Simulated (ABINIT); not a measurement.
# BN (Qingsongite): G0W0 in ABINIT against the plane-wave cutoff

Wanted: the cheapest plane-wave cutoff that holds the gap of BN (Qingsongite).

Calculated with ABINIT 10.8.3; PBE and many-body steps on it, plane waves.

### 1. The structure

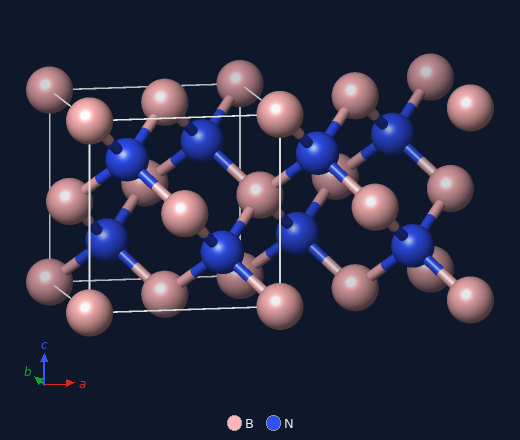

Start, viewed slightly off an axis; boron pink, nitrogen blue. 2×1×1 cells are drawn. This picture shows the conventional cell, with its axes. Bonds to atoms that aren't drawn are left out. Some periodic images of atoms are drawn too.

The cell and positions come from the Crystallography Open Database and are kept as given unless a step says otherwise.

### 2. Empty states on the mesh, 8×8×8 mesh, 226 bands

This step: ABINIT 10.8.3; DFT, PBE, plane waves, norm-conserving pseudopotentials.

The sums over transitions need many empty states on a uniform mesh; this step solves for them.

Input file run.abi:

```
acell 3*1.0 Angstrom
rprim 
  -0.000000000000 1.807500000000 1.807500000000
  1.807500000000 0.000000000000 1.807500000000
  1.807500000000 1.807500000000 -0.000000000000
ntypat 2
znucl 5 7
natom 2
typat 1 2
xred 
  0.000000000000 0.000000000000 0.000000000000
  0.250000000000 0.250000000000 0.250000000000
pp_dirpath "pseudos"
pseudos "B.upf, N.upf"
ecut 36
ngkpt 8 8 8
nshiftk 1
shiftk 0 0 0
kptopt 1
chksymbreak 0
irdden 1
istwfk *1
nband 226
prtvol 0
optdriver 6
gwr_task "HDIAGO"
paral_kgb 0
occopt 1
indata_prefix "in"
outdata_prefix "out"
tmpdata_prefix "tmp"
```

The run is started by

```console
$ OMP_NUM_THREADS=1 mpirun -n 8 abinit run.abi > log
```

Log:

```text
.Version 10.8.3 of ABINIT. v10.8.2 released Aug 2026.

 Symmetries : space group F-4 3 m (#216); Bravais cF (face-center cubic)
[... echo of the input left out ...]
== DATASET  1 ==================================================================
-   mpi_nproc: 8, omp_nthreads: 1 (-1 if OMP is not activated)

--- !DatasetInfo
iteration_state: {dtset: 1, }
dimensions: {natom: 2, nkpt: 29, mband: 226, nsppol: 1, nspinor: 1, nspden: 1, mpw: 869, }
cutoff_energies: {ecut:  36.0, pawecutdg:  -1.0, }
[...]
Indirect band gap semiconductor
 Fundamental gap:     4.535 (eV)
   VBM:     8.220 (eV) at k: [ 0.0000E+00,  0.0000E+00,  0.0000E+00]
   CBM:    12.755 (eV) at k: [ 5.0000E-01,  5.0000E-01,  0.0000E+00]
 Direct gap:         8.878 (eV) at k: [ 0.0000E+00,  0.0000E+00,  0.0000E+00]

== END DATASET(S) ==============================================================
================================================================================

 -outvars: echo values of variables after computation  --------
           etotal      0.0000000000E+00
            nband         226
             nkpt          29
          spgroup         216
 [... the other variables as echoed above ...]

 Calculation completed.
```

It took 5.6 s on 8 MPI ranks of AMD EPYC 7R43, shared host; peak memory 0.81 GiB.

Numbers from this step:

```yaml
gap: 4.535 eV
k_of_the_valence_top: 0, 0, 0
k_of_the_conduction_bottom: 0.5, 0.5, 0
least_direct_gap: 8.878 eV
k_points_computed: 29
lowest_point_of_the_top_converged_band_above_the_valence_top: 374.1121 eV
```

On this mesh the gap is 4.535 eV.

The density comes from a self-consistent run that is not shown.

### 3. Empty states on the mesh, 8×8×8 mesh, 66 bands

Changes to run.abi since step 2:

```diff
@@ -14,3 +14,3 @@
 pseudos "B.upf, N.upf"
-ecut 36
+ecut 22
 ngkpt 8 8 8
@@ -22,3 +22,3 @@
 istwfk *1
-nband 226
+nband 66
 prtvol 0
```

Log:

```text
[banner, memory and clock lines left out]
.Version 10.8.3 of ABINIT. v10.8.2 released Aug 2026.

 Symmetries : space group F-4 3 m (#216); Bravais cF (face-center cubic)
[... echo of the input left out ...]
== DATASET  1 ==================================================================
-   mpi_nproc: 8, omp_nthreads: 1 (-1 if OMP is not activated)

--- !DatasetInfo
iteration_state: {dtset: 1, }
dimensions: {natom: 2, nkpt: 29, mband: 66, nsppol: 1, nspinor: 1, nspden: 1, mpw: 411, }
cutoff_energies: {ecut:  22.0, pawecutdg:  -1.0, }
[...]
Integrated=    8.0000E+00

 === KS gaps after direct diagonalization ===
 Indirect band gap semiconductor
 Fundamental gap:     4.542 (eV)
   VBM:     8.244 (eV) at k: [ 0.0000E+00,  0.0000E+00,  0.0000E+00]
   CBM:    12.786 (eV) at k: [ 5.0000E-01,  5.0000E-01,  0.0000E+00]
 Direct gap:         8.955 (eV) at k: [ 0.0000E+00,  0.0000E+00,  0.0000E+00]

== END DATASET(S) ==============================================================

 -outvars: echo values of variables after computation  --------
           etotal      0.0000000000E+00
            nband          66
             nkpt          29
          spgroup         216
 [... the other variables as echoed above ...]

 Calculation completed.
```

It took 3.2 s on 8 MPI ranks; peak memory 0.51 GiB; 22 s of CPU time.

This step gave:

```
gap                                                           : 4.542 eV
k of the valence top                                          : 0, 0, 0
k of the conduction bottom                                    : 0.5, 0.5, 0
least direct gap                                              : 8.955 eV
k points computed                                             : 29
lowest point of the top converged band, above the valence top : 124.4279 eV
```

On this mesh the gap is 4.542 eV.

### 4. Empty states on the mesh, 8×8×8 mesh, 66 bands

Changes to run.abi since step 3:

```diff
@@ -14,3 +14,3 @@
 pseudos "B.upf, N.upf"
-ecut 22
+ecut 29
 ngkpt 8 8 8
```

Log:

```text
[banner, memory and clock lines left out]
.Version 10.8.3 of ABINIT. v10.8.2 released Aug 2026.

 Symmetries : space group F-4 3 m (#216); Bravais cF (face-center cubic)
[... echo of the input left out ...]
== DATASET  1 ==================================================================
-   mpi_nproc: 8, omp_nthreads: 1 (-1 if OMP is not activated)

--- !DatasetInfo
iteration_state: {dtset: 1, }
dimensions: {natom: 2, nkpt: 29, mband: 66, nsppol: 1, nspinor: 1, nspden: 1, mpw: 609, }
cutoff_energies: {ecut:  29.0, pawecutdg:  -1.0, }
[...]
Integrated=    8.0000E+00

 === KS gaps after direct diagonalization ===
 Indirect band gap semiconductor
 Fundamental gap:     4.539 (eV)
   VBM:     8.221 (eV) at k: [ 0.0000E+00,  0.0000E+00,  0.0000E+00]
   CBM:    12.759 (eV) at k: [ 5.0000E-01,  5.0000E-01,  0.0000E+00]
 Direct gap:         8.889 (eV) at k: [ 0.0000E+00,  0.0000E+00,  0.0000E+00]

== END DATASET(S) ==============================================================

 -outvars: echo values of variables after computation  --------
           etotal      0.0000000000E+00
            nband          66
             nkpt          29
          spgroup         216
 [... the other variables as echoed above ...]

 Calculation completed.
```

Run time: 3.5 s. Hardware: 8 MPI ranks; peak memory 0.65 GiB; 25 s of CPU time.

This step gave:

| Item | Value |
| --- | --- |
| gap | 4.539 eV |
| k of the valence top | 0, 0, 0 |
| k of the conduction bottom | 0.5, 0.5, 0 |
| least direct gap | 8.889 eV |
| k points computed | 29 |
| lowest point of the top converged band, above the valence top | 124.3738 eV |

On this mesh the gap is 4.539 eV.

### 5. Empty states on the mesh, 8×8×8 mesh, 66 bands

Changes to run.abi since step 4:

```diff
@@ -14,3 +14,3 @@
 pseudos "B.upf, N.upf"
-ecut 29
+ecut 45
 ngkpt 8 8 8
```

Log:

```text
[banner, memory and clock lines left out]
.Version 10.8.3 of ABINIT. v10.8.2 released Aug 2026.

 Symmetries : space group F-4 3 m (#216); Bravais cF (face-center cubic)
[... echo of the input left out ...]
== DATASET  1 ==================================================================
-   mpi_nproc: 8, omp_nthreads: 1 (-1 if OMP is not activated)

--- !DatasetInfo
iteration_state: {dtset: 1, }
dimensions: {natom: 2, nkpt: 29, mband: 66, nsppol: 1, nspinor: 1, nspden: 1, mpw: 1174, }
cutoff_energies: {ecut:  45.0, pawecutdg:  -1.0, }
[...]
Integrated=    8.0000E+00

 === KS gaps after direct diagonalization ===
 Indirect band gap semiconductor
 Fundamental gap:     4.534 (eV)
   VBM:     8.221 (eV) at k: [ 0.0000E+00,  0.0000E+00,  0.0000E+00]
   CBM:    12.755 (eV) at k: [ 5.0000E-01,  5.0000E-01,  0.0000E+00]
 Direct gap:         8.877 (eV) at k: [ 0.0000E+00,  0.0000E+00,  0.0000E+00]

== END DATASET(S) ==============================================================

 -outvars: echo values of variables after computation  --------
           etotal      0.0000000000E+00
            nband          66
             nkpt          29
          spgroup         216
 [... the other variables as echoed above ...]

 Calculation completed.
```

Wall time 7.7 s (8 MPI ranks); peak memory 1.1 GiB.

This step gave:

- gap: 4.534 eV
- k of the valence top: 0, 0, 0
- k of the conduction bottom: 0.5, 0.5, 0
- least direct gap: 8.877 eV
- k points computed: 29
- lowest point of the top converged band, above the valence top: 124.3628 eV

On this mesh the gap is 4.534 eV.

### 6. Screening, 8×8×8 mesh, 58 bands, screening to 261.2 eV

The RPA dielectric matrix is built and inverted for each q.

This step: RPA screening on PBE, plane waves, norm-conserving pseudopotentials.

Changes to run.abi since step 5:

```diff
@@ -14,3 +14,3 @@
 pseudos "B.upf, N.upf"
-ecut 45
+ecut 22
 ngkpt 8 8 8
@@ -20,10 +20,11 @@
 chksymbreak 0
-irdden 1
 istwfk *1
-nband 66
-prtvol 0
-optdriver 6
-gwr_task "HDIAGO"
-paral_kgb 0
 occopt 1
+irdwfk 1
+optdriver 3
+nband 58
+ecuteps 9.6
+inclvkb 2
+awtr 1
+symchi 1
 indata_prefix "in"
```

Log:

```text
.Version 10.8.3 of ABINIT. v10.8.2 released Aug 2026.

 Symmetries : space group F-4 3 m (#216); Bravais cF (face-center cubic)
[... echo of the input left out ...]
== DATASET  1 ==================================================================
-   mpi_nproc: 8, omp_nthreads: 1 (-1 if OMP is not activated)

--- !DatasetInfo
iteration_state: {dtset: 1, }
dimensions: {natom: 2, nkpt: 29, mband: 58, nsppol: 1, nspinor: 1, nspden: 1, mpw: 411, }
cutoff_energies: {ecut:  22.0, pawecutdg:  -1.0, }
electrons: {nelect:   8.00000000E+00, charge:   0.00000000E+00, occopt:   1.00000000E+00, tsmear:   1.00000000E-02, }

 SCREENING: Calculation of the susceptibility and dielectric matrices

 Based on a program developped by R.W. Godby, V. Olevano, G. Onida, and L. Reining.
 Incorporated in ABINIT by V. Olevano, G.-M. Rignanese, and M. Torrent.
.Using double precision arithmetic ; gwpc =  8

[... cell and pseudopotentials left out ...]
--------------------------------------------------------------------------------

 ==== K-mesh for the wavefunctions ====
 Number of points in the irreducible wedge :    29
[... list of points left out ...]
 Together with 24 symmetry operations and time-reversal symmetry
 yields   512 points in the full Brillouin Zone.

 ==== Q-mesh for the screening function ====
 Number of points in the irreducible wedge :    29
[... list of points left out ...]
 Together with 24 symmetry operations and time-reversal symmetry
 yields   512 points in the full Brillouin Zone.

 setmesh: FFT mesh size selected  =    18x   18x   18
          total number of points  =         5832

 vcoul_init : cutoff-mode = AUXILIARY_FUNCTION
 q-points for optical limit:   1
     1)      0.000010    0.000020    0.000030

- screening: taking advantage of time-reversal symmetry
- Maximum band index for partially occupied states nbvw = 4
- Remaining bands to be divided among processors   nbcw = 54
- Number of bands treated by each node ~6

 Number of electrons calculated from density =    8.0000; Expected =    8.0000
 average of density, n =  0.100376
 r_s =    1.3348
 omega_plasma =   30.5612 [eV]

 calculating chi0 at frequencies [eV] :
  1    0.000000E+00    0.000000E+00
  2    0.000000E+00    3.056116E+01

--------------------------------------------------------------------------------
  q-point number  1        q = ( 0.000000, 0.000000, 0.000000) [r.l.u.]
--------------------------------------------------------------------------------
[... chi0 elements left out ...]
 For q-point:  0.000010 0.000020 0.000030
  dielectric constant =   4.3324
  dielectric constant without local fields =   4.6869

  Average fulfillment of the sum rule on Im[epsilon] for q-point    1 :     84.18  [%]
[... wings left out ...]
  q-point number  2        q = ( 0.125000, 0.000000, 0.000000) [r.l.u.]
--------------------------------------------------------------------------------
[... chi0 elements left out ...]
  Average fulfillment of the sum rule on Im[epsilon] for q-point    2 :     96.63  [%]

 [... 27 further q-points ...]
```

Run time: 30 s. Hardware: 8 MPI ranks; peak memory 0.89 GiB; 3.9 min of CPU time.

This step gave:

```
ε∞ with local fields, on this mesh, along the program's q direction : 4.332
the same without local fields                                       : 4.687
plasma frequency                                                    : 30.56 eV
plane waves in the screening matrix                                 : 113
```

Local fields lower ε∞ by 8 %.

### 7. 22 Ha

This step: G0W0 on PBE, plane waves, norm-conserving pseudopotentials.

Changes to run.abi since step 6:

```diff
@@ -23,8 +23,17 @@
 irdwfk 1
-optdriver 3
+optdriver 4
 nband 58
+gwcalctyp 0
+ecutsigx 22
+symsigma 1
+nkptgw 2
+kptgw 
+  0.0000000000 0.0000000000 0.0000000000
+  0.5000000000 0.5000000000 0.0000000000
+bdgw 
+  2 7
+  3 6
 ecuteps 9.6
-inclvkb 2
-awtr 1
-symchi 1
+irdscr 1
+ppmodel 1
 indata_prefix "in"
```

Log:

```text
.Version 10.8.3 of ABINIT. v10.8.2 released Aug 2026.

 Symmetries : space group F-4 3 m (#216); Bravais cF (face-center cubic)
[... echo of the input left out ...]
== DATASET  1 ==================================================================
-   mpi_nproc: 8, omp_nthreads: 1 (-1 if OMP is not activated)

--- !DatasetInfo
iteration_state: {dtset: 1, }
dimensions: {natom: 2, nkpt: 29, mband: 58, nsppol: 1, nspinor: 1, nspden: 1, mpw: 411, }
cutoff_energies: {ecut:  22.0, pawecutdg:  -1.0, }
electrons: {nelect:   8.00000000E+00, charge:   0.00000000E+00, occopt:   1.00000000E+00, tsmear:   1.00000000E-02, }

 SIGMA: Calculation of the GW corrections

 Based on a program developped by R.W. Godby, V. Olevano, G. Onida, and L. Reining.
 Incorporated in ABINIT by V. Olevano, G.-M. Rignanese, and M. Torrent.
.Using double precision arithmetic ; gwpc =  8

[... cell and pseudopotentials left out ...]
--------------------------------------------------------------------------------

 ==== K-mesh for the wavefunctions ====
 Number of points in the irreducible wedge :    29
[... list of points left out ...]
 Together with 24 symmetry operations and time-reversal symmetry
 yields   512 points in the full Brillouin Zone.

 ==== Q-mesh for screening function ====
 Number of points in the irreducible wedge :    29
[... list of points left out ...]
 Together with 24 symmetry operations and time-reversal symmetry
 yields   512 points in the full Brillouin Zone.

 vcoul_init : cutoff-mode = AUXILIARY_FUNCTION
 q-points for optical limit:   1
     1)      0.000010    0.000020    0.000030
 setmesh: FFT mesh size selected  =    24x   24x   24
          total number of points  =        13824

 Number of electrons calculated from density =    8.0000; Expected =    8.0000
 average of density, n =  0.100376
 r_s =    1.3348
 omega_plasma =   30.5612 [eV]

 === KS Band Gaps ===
  >>>> For spin  1
   Minimum direct gap =   8.9553 [eV], located at k-point      :   0.0000  0.0000  0.0000
   Fundamental gap    =   4.5423 [eV], Top of valence bands at :   0.0000  0.0000  0.0000
                                       Bottom of conduction at :   0.5000  0.5000  0.0000
 SIGMA fundamental parameters:
 PLASMON POLE MODEL  1
 number of plane-waves for SigmaX                  411
 number of plane-waves for SigmaC and W            113
 number of plane-waves for wavefunctions           411
 number of bands                                    58
 number of independent spin polarizations            1
 number of spinorial components                      1
 number of k-points in IBZ                          29
 number of q-points in IBZ                          29
 number of symmetry operations                      24
 number of k-points in BZ                          512
 number of q-points in BZ                          512
 number of frequencies for dSigma/dE                 9
 frequency step for dSigma/dE [eV]                0.25
 number of omega for Sigma on real axis              0
 max omega for Sigma on real axis  [eV]           0.00
 zcut for avoiding poles [eV]                     0.10

 EPSILON^-1 parameters (SCR file):
 dimension of the eps^-1 matrix on file            113
 dimension of the eps^-1 matrix used               113
 number of plane-waves for wavefunctions           411
 number of bands                                    58
 number of q-points in IBZ                          29
 number of frequencies                               2
 number of real frequencies                          1
 number of imag frequencies                          1

 matrix elements of self-energy operator (all in [eV])

 Perturbative Calculation

--- !SelfEnergy_ee
iteration_state: {dtset: 1, }
kpoint     : [   0.000,    0.000,    0.000, ]
spin       : 1
KS_gap     :    8.955
QP_gap     :   10.973
Delta_QP_KS:    2.018
data: !SigmaeeData |
     Band     E0 <VxcDFT>   SigX SigC(E0)      Z dSigC/dE  Sig(E)    E-E0       E
        2   8.244 -18.484 -22.018   2.584   0.829  -0.207 -19.271  -0.787   7.457
        3   8.244 -18.484 -22.018   2.584   0.829  -0.207 -19.271  -0.787   7.457
        4   8.244 -18.484 -22.018   2.584   0.829  -0.207 -19.271  -0.787   7.457
        5  17.199 -13.779  -7.166  -5.154   0.843  -0.186 -12.548   1.231  18.430
        6  17.199 -13.779  -7.166  -5.154   0.843  -0.186 -12.548   1.231  18.430
        7  17.199 -13.779  -7.166  -5.154   0.843  -0.186 -12.548   1.231  18.430

--- !SelfEnergy_ee
iteration_state: {dtset: 1, }
kpoint     : [   0.500,    0.500,    0.000, ]
spin       : 1
KS_gap     :    9.423
QP_gap     :   11.363
Delta_QP_KS:    1.940
data: !SigmaeeData |
     Band     E0 <VxcDFT>   SigX SigC(E0)      Z dSigC/dE  Sig(E)    E-E0       E
        3   3.363 -16.473 -21.621   3.560   0.821  -0.218 -17.777  -1.304   2.059
        4   3.363 -16.473 -21.621   3.560   0.821  -0.218 -17.777  -1.304   2.059
        5  12.786 -12.548  -7.385  -4.419   0.855  -0.170 -11.912   0.636  13.422
        6  17.581 -12.684  -6.783  -5.002   0.851  -0.175 -11.918   0.766  18.347

== END DATASET(S) ==============================================================
================================================================================

 -outvars: echo values of variables after computation  --------
           etotal      0.0000000000E+00
            nband          58
             nkpt          29
          spgroup         216
 [... the other variables as echoed above ...]

 Calculation completed.
```

It took 5.3 s on 8 MPI ranks; peak memory 0.94 GiB; 39 s of CPU time.

Numbers from this step:

- G0W0 gap on the points computed: 5.965 eV
- starting gap on the mesh: 4.542 eV
- k of the valence top: 0, 0, 0
- k of the conduction bottom: 0.5, 0.5, 0
- Z at the valence top: 0.829
- Z at the conduction bottom: 0.855
- least direct G0W0 gap on the computed points: 10.97 eV

(Part 1 of 2 ends here.)

[Paths, hosts, dates, memory and timing lines, banners, echoed tables and standing remarks are left out of the program output.]

[Logs are printed without paths, hosts, clocks, repeated set-up lines and the standing remarks that a program may print on its own settings, such as how far it seeks lower states.]

[Runs of the session that timed out or met a known fault of the program may be left out.]

[Hosts, paths, dates, database ids (printed as entryN), source tags and the programs' standing remarks are cut or masked in the printed files.]

[G0W0 gaps are taken among the corrected bands and points alone; a level outside them can change the order at an edge.]

[Where Ansatz stands beside ABINIT at settings called matched, ABINIT's density can come from a denser mesh and the files from another edition; pairs whose starting gaps differed by over 0.03 eV were left out, so agreement reads better than it is.]
